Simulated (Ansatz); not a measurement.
## Zr13Mo3 (Mo on 19 % of the Zr sites, one arrangement): core-level shifts

Wanted: how composition and neighbours shift and broaden the core lines of Zr13Mo3 (Mo on 19 % of the Zr sites, one arrangement).

Calculated with Ansatz 0.2.0; DFT, PBE, plane-wave PAW, default files, scalar-relativistic.

### 1. The starting structure

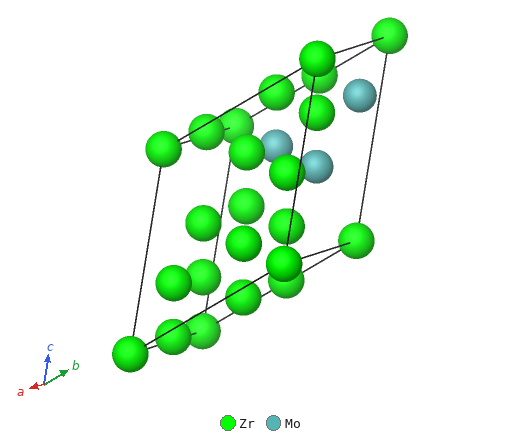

Start, viewed slightly off an axis; zirconium green, molybdenum teal. Some periodic images of atoms are drawn too.

### 2. Relaxation

Atoms near a foreign or missing neighbour move off the ideal sites, so they are relaxed first.

input.yaml reads:

```yaml
crystal:
  lattice:
    - [-4.7433124929, 2.7385527446, 5.0614913495]
    - [-4.7433124929, 2.7385527446, -5.0614913495]
    - [-3.1622083286, -5.4771054892, -5.0614913495]
  atoms:
    - { symbol: Zr, position: [0.625, 0.875, 0.75] }
    - { symbol: Mo, position: [0.125, 0.375, 0.75] }
    - { symbol: Mo, position: [0.25, 0.75, 0.5] }
    - { symbol: Zr, position: [0.75, 0.25, 0.5] }
    - { symbol: Zr, position: [0.875, 0.625, 0.25] }
    - { symbol: Zr, position: [0.375, 0.125, 0.25] }
    - { symbol: Zr, position: [0.5, 0.5, 0.0] }
    - { symbol: Zr, position: [0.0, 0.0, 0.0] }
    - { symbol: Zr, position: [0.8333333333, 0.8333333333, 0.5] }
    - { symbol: Zr, position: [0.3333333333, 0.3333333333, 0.5] }
    - { symbol: Zr, position: [0.4583333333, 0.7083333333, 0.25] }
    - { symbol: Zr, position: [0.9583333333, 0.2083333333, 0.25] }
    - { symbol: Zr, position: [0.0833333333, 0.5833333333, 0.0] }
    - { symbol: Zr, position: [0.5833333333, 0.0833333333, 0.0] }
    - { symbol: Zr, position: [0.7083333333, 0.4583333333, 0.75] }
    - { symbol: Mo, position: [0.2083333333, 0.9583333333, 0.75] }
kpoints:
  mp_grid: { grid: [4, 4, 4] }
scf:
  occupations: { method: fermi_dirac, width: 0.08 }
  n_extra_bands: 16
hamiltonian:
  xc: pbe
  pseudopotentials: { kind: paw }
output:
  forces: true
relax:
  f_tol: 0.04
  max_steps: 35
```

Command:

```sh
$ ansatz run input.yaml --threads 4 --pin off --max-ram 14336MiB --backend cpu --events-out ev --progress --plain --runs-dir out
```

Numbers of over 12 decimals in the logs are rounded to 6 here.

Output:

```text
scf.n_extra_bands = 16 over 99 filled bands (N_el = 198.0): the run solves 115 bands
Engine: ansatz 0.2.0, aarch64-unknown-linux-gnu
Pseudopotentials: kind: paw
Pseudopotential: Zr, paw, valence charge 12, recommended cutoff 420 eV (normal), Zr.paw.azcp
Pseudopotential: Mo, paw, valence charge 14, recommended cutoff 420 eV (normal), Mo.paw.azcp
Functional definition: PBE
  parameter kappa = 0.804
  parameter beta = 0.066725
  exchange = pbe_x(kappa = kappa, mu = beta*pi^2/3)
  correlation = pbe_c(beta = beta)
Crystal: 16 atoms, lattice volume = 350.655 Å³
Basis set: ecut = 420 eV, 6843 PW (Γ), exchange–correlation on 100×100×120 points (8 copies of the dense FFT grid, shifted against one another)
Bands: 115, of which v1, the nominal top of the filled ones, is band 99 counted from 1 (98 counted from 0)
Symmetry: 1 space group operations
Space group: P1 (ITA 1), of the structure as read, at distance tolerance 7.1e-5 Å
k-points: 36 of 64 (time reversal used)
Non-local potential: Zr, projectors of the file, l = 0: 3, l = 1: 2, l = 2: 2, l = 3: 2
Non-local potential: Mo, projectors of the file, l = 0: 3, l = 1: 2, l = 2: 2, l = 3: 1
PAW form: soft (Blöchl's): semilocal exchange-correlation on the pseudo side does not see the compensation charge
PAW one-centre angular grid: Zr, 590 points (default); XC on 64 Gauss nodes
PAW one-centre angular grid: Mo, 590 points (default); XC on 64 Gauss nodes
Initial density: superposition of atomic densities (neutral atoms: chi_scale 0, normalization atom), corrected by the library's trained network
Initial wavefunctions: pseudopotential atomic-orbital guess
Functional: x = pbe(κ = 0.804, μ = 0.219515), c = pbe(β = 0.066725)
SCF iter   1: F=—  HF=-69254.603249 eV  |F-HF|=—  |Δ(HF+E_count)|=         —  Δρ=4.45e-3  dr2=1.12e-1  ethr=1.77e-3  ⟨swp⟩=5.9  Hψ=13720  notcnv=0
preconditioner: auto → Kerker (q_TF=auto, 2.480 Å⁻¹)  [metal: Δε(μ)=0.002 eV  Ē_g=2.400 eV  σ=0.080 eV  W_gap=0.00  n_scr=86 (ndim 8)  ℏωp=16.6 eV  f_vac=0.000  D(μ)=24.88/eV (n_scr^D=292)]
SCF iter   2: F=—  HF=-69254.607355 eV  |F-HF|=—  |Δ(HF+E_count)|=   4.11e-3  Δρ=2.22e-3  dr2=2.17e-2  ethr=5.64e-5  ⟨swp⟩=1.4  Hψ=4975  notcnv=0
SCF iter   3: F=—  HF=-69254.607216 eV  |F-HF|=—  |Δ(HF+E_count)|=   1.40e-4  Δρ=5.67e-4  dr2=1.17e-3  ethr=1.09e-5  ⟨swp⟩=2.0  Hψ=5195  notcnv=0
SCF iter   4: F=—  HF=-69254.607179 eV  |F-HF|=—  |Δ(HF+E_count)|=   3.61e-5  Δρ=1.21e-4  dr2=7.52e-5  ethr=5.90e-7  ⟨swp⟩=2.2  Hψ=5475  notcnv=0
iter 5 did not close the SCF: its close was put off for the readings that it lacked (scf_convergence_deferred on its scf_iter line)
SCF iter   5: F=-69254.607172 eV  HF=-69254.607173 eV  |F-HF|=1.03e-6  |Δ(HF+E_count)|=   6.80e-6  Δρ=2.87e-5  dr2=3.26e-6  ethr=3.80e-8  ⟨swp⟩=2.2  Hψ=5546  notcnv=0
SCF iter   6: F=-69254.607173 eV  HF=-69254.607173 eV  |F-HF|=5.85e-8  |Δ(HF+E_count)|=   4.67e-8  Δρ=5.77e-6  dr2=1.47e-7  ethr=1.65e-9  ⟨swp⟩=2.0  Hψ=11335  notcnv=0
SCF 1 converged in 6 iterations: F = -69254.607173 eV  dr2 = 1.47e-7
  greatest PAW one-centre occupation: 0.998 electrons in one spin orbital (limit 2), on the Mo atom at site 1 (counted from 0), in its partial waves of l = 0
relax step   1: F+E_penalty+E_count = -69254.60717265 eV  Δ(F+E_penalty+E_count) = +0.000e0 eV  max|allowed force component| = 8.688e-1 eV/Å  Δτ_max = 0.0000 Å  (6 SCF iters, dr2 threshold 4.00e-5 eV, accepted)
Initial density: handed on by an earlier stage of this run
Initial wavefunctions: those handed on with the density
SCF iter   1: F=—  HF=-69256.578892 eV  |F-HF|=—  |Δ(HF+E_count)|=         —  Δρ=2.92e-2  dr2=1.79e1  ethr=3.10e-3  ⟨swp⟩=4.2  Hψ=9126  notcnv=0
preconditioner: auto → Kerker (q_TF=auto, 2.480 Å⁻¹)  [metal: Δε(μ)=0.008 eV  Ē_g=2.493 eV  σ=0.080 eV  W_gap=0.02  n_scr=86 (ndim 8)  ℏωp=16.6 eV  f_vac=0.000  D(μ)=23.93/eV (n_scr^D=256)]
SCF iter   2: F=—  HF=-69255.587045 eV  |F-HF|=—  |Δ(HF+E_count)|=   9.92e-1  Δρ=1.15e-2  dr2=3.28e0  ethr=3.10e-3  ⟨swp⟩=1.0  Hψ=4788  notcnv=0
SCF iter   3: F=—  HF=-69255.299946 eV  |F-HF|=—  |Δ(HF+E_count)|=   2.87e-1  Δρ=2.34e-3  dr2=6.54e-2  ethr=1.66e-3  ⟨swp⟩=2.0  Hψ=4571  notcnv=0
SCF iter   4: F=—  HF=-69255.291942 eV  |F-HF|=—  |Δ(HF+E_count)|=   8.00e-3  Δρ=4.21e-4  dr2=9.49e-4  ethr=3.30e-5  ⟨swp⟩=2.1  Hψ=5452  notcnv=0
SCF iter   5: F=—  HF=-69255.291594 eV  |F-HF|=—  |Δ(HF+E_count)|=   3.48e-4  Δρ=1.37e-4  dr2=1.03e-4  ethr=4.79e-7  ⟨swp⟩=2.1  Hψ=5314  notcnv=0
SCF iter   6: F=-69255.291572 eV  HF=-69255.291575 eV  |F-HF|=2.75e-6  |Δ(HF+E_count)|=   1.89e-5  Δρ=3.05e-5  dr2=5.23e-6  ethr=2.38e-8  ⟨swp⟩=2.1  Hψ=13050  notcnv=0
SCF 2 converged in 6 iterations: F = -69255.291572 eV  dr2 = 5.23e-6
  greatest PAW one-centre occupation: 0.998 electrons in one spin orbital (limit 2), on the Mo atom at site 15 (counted from 0), in its partial waves of l = 0
relax step   2: F+E_penalty+E_count = -69255.29157200 eV  Δ(F+E_penalty+E_count) = -6.844e-1 eV  max|allowed force component| = 3.383e-1 eV/Å  Δτ_max = 0.1975 Å  (6 SCF iters, dr2 threshold 4.72e-5 eV, accepted)
iter 1 solved again at ethr=8.50e-4 eV; its pass at ethr=3.10e-3 eV (dr2=1.68e0 eV) is discarded
SCF iter   1: F=—  HF=-69255.652819 eV  |F-HF|=—  |Δ(HF+E_count)|=         —  Δρ=1.12e-2  dr2=1.71e0  ethr=8.50e-4  ⟨swp⟩=1.1  Hψ=12570  notcnv=0
preconditioner: auto → Kerker (q_TF=auto, 2.480 Å⁻¹)  [metal: Δε(μ)=0.008 eV  Ē_g=2.461 eV  σ=0.080 eV  W_gap=0.02  n_scr=86 (ndim 8)  ℏωp=16.6 eV  f_vac=0.000  D(μ)=22.65/eV (n_scr^D=230)]
SCF iter   2: F=—  HF=-69255.527131 eV  |F-HF|=—  |Δ(HF+E_count)|=   1.26e-1  Δρ=5.25e-3  dr2=3.30e-1  ethr=8.50e-4  ⟨swp⟩=1.0  Hψ=4140  notcnv=0
SCF iter   3: F=—  HF=-69255.489812 eV  |F-HF|=—  |Δ(HF+E_count)|=   3.73e-2  Δρ=9.31e-4  dr2=4.32e-3  ethr=1.67e-4  ⟨swp⟩=2.0  Hψ=5261  notcnv=0
SCF iter   4: F=—  HF=-69255.489037 eV  |F-HF|=—  |Δ(HF+E_count)|=   7.75e-4  Δρ=1.82e-4  dr2=2.36e-4  ethr=2.18e-6  ⟨swp⟩=2.1  Hψ=5506  notcnv=0
SCF iter   5: F=—  HF=-69255.489020 eV  |F-HF|=—  |Δ(HF+E_count)|=   1.78e-5  Δρ=4.71e-5  dr2=1.16e-5  ethr=1.19e-7  ⟨swp⟩=2.1  Hψ=5557  notcnv=0
SCF iter   6: F=-69255.489018 eV  HF=-69255.489019 eV  |F-HF|=6.06e-7  |Δ(HF+E_count)|=   9.42e-7  Δρ=1.04e-5  dr2=8.52e-7  ethr=3.61e-9  ⟨swp⟩=3.1  Hψ=11661  notcnv=0
SCF 3 converged in 6 iterations: F = -69255.489018 eV  dr2 = 8.52e-7
  greatest PAW one-centre occupation: 0.998 electrons in one spin orbital (limit 2), on the Mo atom at site 2 (counted from 0), in its partial waves of l = 0
relax step   3: F+E_penalty+E_count = -69255.48901803 eV  Δ(F+E_penalty+E_count) = -1.974e-1 eV  max|allowed force component| = 4.527e-1 eV/Å  Δτ_max = 0.1297 Å  (6 SCF iters, dr2 threshold 7.15e-6 eV, accepted)
[... from here on, the SCF cycles and remarks between the steps are left out ...]
relax step   4: F+E_penalty+E_count = -69255.71817801 eV  Δ(F+E_penalty+E_count) = -2.292e-1 eV  max|allowed force component| = 3.855e-1 eV/Å  Δτ_max = 0.1939 Å  (6 SCF iters, dr2 threshold 3.11e-5 eV, accepted)
relax step   5: F+E_penalty+E_count = -69255.84431728 eV  Δ(F+E_penalty+E_count) = -1.261e-1 eV  max|allowed force component| = 5.513e-1 eV/Å  Δτ_max = 0.1915 Å  (6 SCF iters, dr2 threshold 1.00e-4 eV, accepted)
relax step   6: F+E_penalty+E_count = -69256.04602513 eV  Δ(F+E_penalty+E_count) = -2.017e-1 eV  max|allowed force component| = 4.015e-1 eV/Å  Δτ_max = 0.1109 Å  (6 SCF iters, dr2 threshold 1.00e-4 eV, accepted)
relax step   7: F+E_penalty+E_count = -69256.26490031 eV  Δ(F+E_penalty+E_count) = -2.189e-1 eV  max|allowed force component| = 2.838e-1 eV/Å  Δτ_max = 0.1972 Å  (6 SCF iters, dr2 threshold 8.55e-5 eV, accepted)
relax step   8: F+E_penalty+E_count = -69256.45734574 eV  Δ(F+E_penalty+E_count) = -1.924e-1 eV  max|allowed force component| = 2.641e-1 eV/Å  Δτ_max = 0.2000 Å  (6 SCF iters, dr2 threshold 4.03e-5 eV, accepted)
relax step   9: F+E_penalty+E_count = -69256.54038673 eV  Δ(F+E_penalty+E_count) = -8.304e-2 eV  max|allowed force component| = 2.114e-1 eV/Å  Δτ_max = 0.1962 Å  (6 SCF iters, dr2 threshold 3.49e-5 eV, accepted)
relax step  10: F+E_penalty+E_count = -69256.55505976 eV  Δ(F+E_penalty+E_count) = -1.467e-2 eV  max|allowed force component| = 2.075e-1 eV/Å  Δτ_max = 0.1217 Å  (6 SCF iters, dr2 threshold 2.86e-5 eV, accepted)
relax step  11: F+E_penalty+E_count = -69256.57217816 eV  Δ(F+E_penalty+E_count) = -1.712e-2 eV  max|allowed force component| = 6.327e-2 eV/Å  Δτ_max = 0.0616 Å  (6 SCF iters, dr2 threshold 2.76e-5 eV, accepted)
SCF iter   1: F=—  HF=-69256.578442 eV  |F-HF|=—  |Δ(HF+E_count)|=         —  Δρ=1.68e-3  dr2=2.37e-2  ethr=1.60e-4  ⟨swp⟩=2.1  Hψ=6893  notcnv=0
preconditioner: auto → Kerker (q_TF=auto, 2.480 Å⁻¹)  [metal: Δε(μ)=0.008 eV  Ē_g=2.524 eV  σ=0.080 eV  W_gap=0.03  n_scr=86 (ndim 8)  ℏωp=16.6 eV  f_vac=0.000  D(μ)=21.57/eV (n_scr^D=218)]
SCF iter   2: F=—  HF=-69256.576078 eV  |F-HF|=—  |Δ(HF+E_count)|=   2.36e-3  Δρ=9.09e-4  dr2=5.27e-3  ethr=1.20e-5  ⟨swp⟩=1.0  Hψ=4789  notcnv=0
SCF iter   3: F=—  HF=-69256.575316 eV  |F-HF|=—  |Δ(HF+E_count)|=   7.62e-4  Δρ=1.62e-4  dr2=1.03e-4  ethr=2.66e-6  ⟨swp⟩=2.1  Hψ=7140  notcnv=0
SCF iter   4: F=—  HF=-69256.575306 eV  |F-HF|=—  |Δ(HF+E_count)|=   1.03e-5  Δρ=3.48e-5  dr2=6.56e-6  ethr=5.20e-8  ⟨swp⟩=2.0  Hψ=5281  notcnv=0
SCF iter   5: F=—  HF=-69256.575074 eV  |F-HF|=—  |Δ(HF+E_count)|=   2.32e-4  Δρ=9.15e-6  dr2=4.35e-7  ethr=3.31e-9  ⟨swp⟩=2.0  Hψ=5365  notcnv=0
SCF iter   6: F=-69256.575074 eV  HF=-69256.575074 eV  |F-HF|=1.64e-8  |Δ(HF+E_count)|=   2.02e-8  Δρ=2.06e-6  dr2=2.65e-8  ethr=5.05e-11  ⟨swp⟩=4.0  Hψ=12772  notcnv=0
SCF 12 converged in 6 iterations: F = -69256.575074 eV  dr2 = 2.65e-8
relax step  12: F+E_penalty+E_count = -69256.57507356 eV  Δ(F+E_penalty+E_count) = -2.895e-3 eV  max|allowed force component| = 3.667e-2 eV/Å  Δτ_max = 0.0179 Å  (6 SCF iters, accepted)
SCF converged after 6 iterations
Free energy (F): -69256.575074 eV
Harris-Foulkes:  -69256.575074 eV  (|F-HF|=1.64e-8)
Internal energy: -69256.118023 eV  (E = F + TS)
E sigma→0 (E₀):  -69256.346548 eV
Entropy (-TS):   -0.457050 eV (-28.566 meV/atom)
Fermi energy:    14.592587 eV
--- Per-component energies (eV) ---
  E_band       = -1530.202442
  E_kinetic    = 5651.297772
  E_local      = -11441.664969  (includes V_loc(G=0)·N_el)
  E_nonlocal   = 1482.051010
  E_hartree    = 3712.104752
  E_xc         = -2648.334065
  E_vxc        = -3164.323201  (∫ρ·V_xc dr)
  E_paw        = -48009.470065  (= ΣΔE_a)
  E_vpaw       = -1481.776198  (= ΣTr[D̂ρ^β])
  E_aug_tail   = 0.000455  (compensation charges beyond the density's cutoff)
  E_ewald      = -18002.102913
  E_smearing   = -0.457050  (= −TS)
  E_closure    = -0.000000  (closes the sum)
  Σ components = -69256.575074   (vs F -69256.575074, Δ=0.00e0)
--- Forces (eV/Å), atoms counted from 1 ---
  atom   1  Zr     0.00118145     0.00105473     0.00672503
  atom   2  Mo    -0.00050564    -0.03667140    -0.00856470
  atom   3  Mo    -0.00021938    -0.01459215     0.00398336
  atom   4  Zr     0.00700235     0.00595703     0.00991812
  atom   5  Zr    -0.01289171    -0.00076562     0.01001229
  atom   6  Zr    -0.00762831     0.00301076     0.01893362
  atom   7  Zr    -0.01359690     0.00149341     0.01191450
  atom   8  Zr     0.00849223     0.00521307    -0.00506140
  atom   9  Zr     0.00314807    -0.01007225    -0.01016020
  atom  10  Zr    -0.02735488    -0.00069864     0.02384810
  atom  11  Zr     0.01987438    -0.00574357     0.00727078
  atom  12  Zr     0.00553686     0.00393537    -0.02522916
  atom  13  Zr    -0.01435552    -0.00426459     0.00655720
  atom  14  Zr     0.01488362     0.01058126    -0.02710566
  atom  15  Zr     0.01048331     0.01996495    -0.01940613
  atom  16  Mo     0.00587789     0.02163831    -0.00362756
  max |Σ_I F_I| component: 7.22e-5 eV/Å
--- Relaxed structure (12 steps of the walk, 12 accepted, 0 SCFs on fresh bases) ---
  F+E_penalty+E_count = -69256.57507356 eV   max|allowed force component| = 3.667e-2 eV/Å
  atoms:
    - { symbol: Zr, position: [0.548894, 0.898067, 0.682764] }
    - { symbol: Mo, position: [0.080232, 0.356601, 0.693064] }
    - { symbol: Mo, position: [0.201740, 0.776629, 0.435605] }
    - { symbol: Zr, position: [0.707948, 0.255831, 0.455451] }
    - { symbol: Zr, position: [0.845650, 0.627295, 0.220167] }
    - { symbol: Zr, position: [0.322568, 0.150699, 0.164529] }
    - { symbol: Zr, position: [0.426177, 0.528170, -0.089902] }
    - { symbol: Zr, position: [-0.028476, -0.010255, -0.041672] }
    - { symbol: Zr, position: [0.913467, 0.801781, 0.568129] }
    - { symbol: Zr, position: [0.356023, 0.357930, 0.559257] }
    - { symbol: Zr, position: [0.491460, 0.710850, 0.301774] }
    - { symbol: Zr, position: [1.025397, 0.181288, 0.327106] }
    - { symbol: Zr, position: [0.132454, 0.560581, 0.067211] }
    - { symbol: Zr, position: [0.623686, 0.068219, 0.045995] }
    - { symbol: Zr, position: [0.773818, 0.440434, 0.802633] }
    - { symbol: Mo, position: [0.245628, 0.962545, 0.807889] }
```

Elapsed: 6.9 min, on 4 threads of Arm Neoverse V1, shared host; peak memory 1.8 GiB.

Relaxation path:

| step | energy less that of the first step (eV) | largest force component (eV/Å) |
| --- | --- | --- |
| 1 | 0.0000 | 0.8688 |
| 2 | -0.6844 | 0.3383 |
| 3 | -0.8818 | 0.4527 |
| 4 | -1.1110 | 0.3855 |
| 5 | -1.2371 | 0.5513 |
| 6 | -1.4389 | 0.4015 |
| 7 | -1.6577 | 0.2838 |
| 8 | -1.8502 | 0.2641 |
| 9 | -1.9332 | 0.2114 |
| 10 | -1.9479 | 0.2075 |
| 11 | -1.9650 | 0.0633 |
| 12 | -1.9679 | 0.0367 |

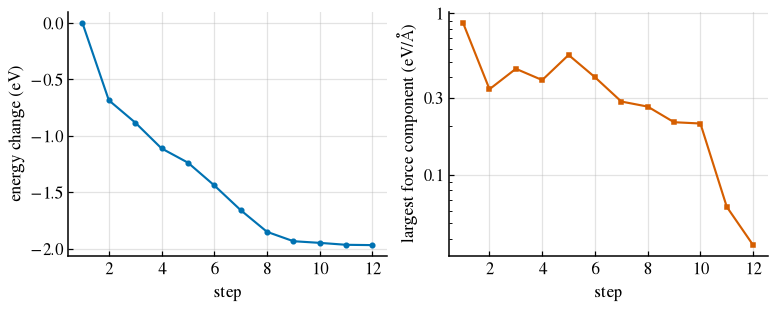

Energy and largest force along the relaxation.

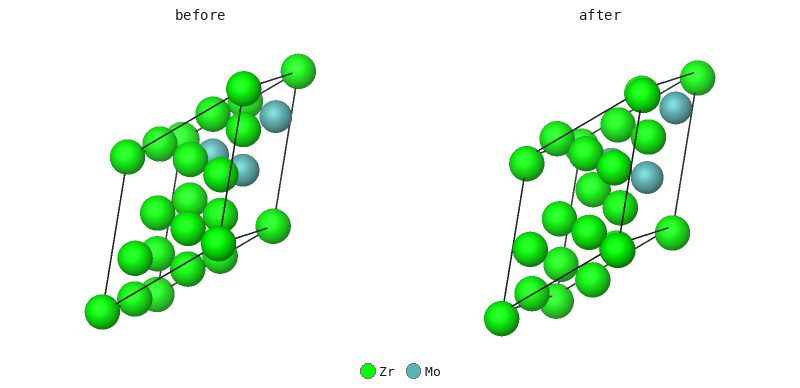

The structure before and after the relaxation, drawn at the same scale.

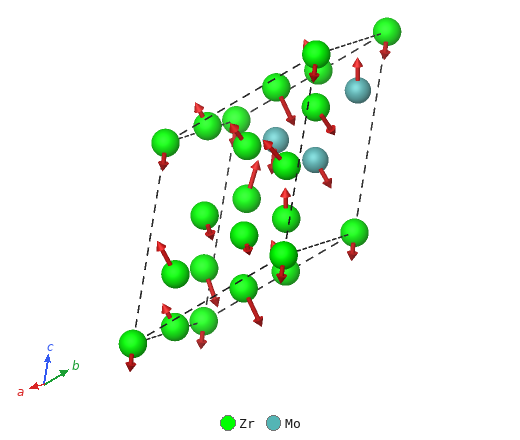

Displacements in the relaxation, exaggerated; the longest in the cell stands for 0.62 Å. Some periodic images of atoms are drawn too.

The atoms that moved most (Å):

| atom | dx | dy | dz | length |
| --- | --- | --- | --- | --- |
| Zr7 | 0.501 | 0.367 | -0.061 | 0.624 |
| Zr6 | 0.397 | 0.395 | 0.037 | 0.561 |
| Zr9 | -0.446 | -0.240 | 0.220 | 0.552 |
| Zr10 | -0.412 | -0.195 | -0.310 | 0.551 |
| Zr12 | -0.434 | -0.313 | 0.086 | 0.542 |
| Zr1 | 0.464 | 0.223 | -0.162 | 0.540 |
| Mo2 | 0.480 | 0.139 | 0.155 | 0.523 |
| Zr15 | -0.392 | -0.158 | 0.156 | 0.451 |

Numbers from this step:

```
free energy             : -69256.5751 eV
energy at zero smearing : -69256.3465 eV
smearing term TS        : 0.4571 eV
Fermi energy            : 14.59 eV
symmetry operations     : 1
```

The relaxation ends 123 meV an atom lower, with a largest force component of 0.037 eV/Å.

(Part 1 of 3 ends here.)

[Logs are printed without paths, hosts, clocks, repeated set-up lines and the standing remarks that a program may print on its own settings, such as how far it seeks lower states.]

[Hosts, paths, dates, database ids (printed as entryN), source tags and the programs' standing remarks are cut or masked in the printed files.]

[Maps of the electrostatic potential energy from Ansatz leave out the sawtooth potential of an applied field or a dipole correction, so their vacuum need not be flat; work functions include it.]
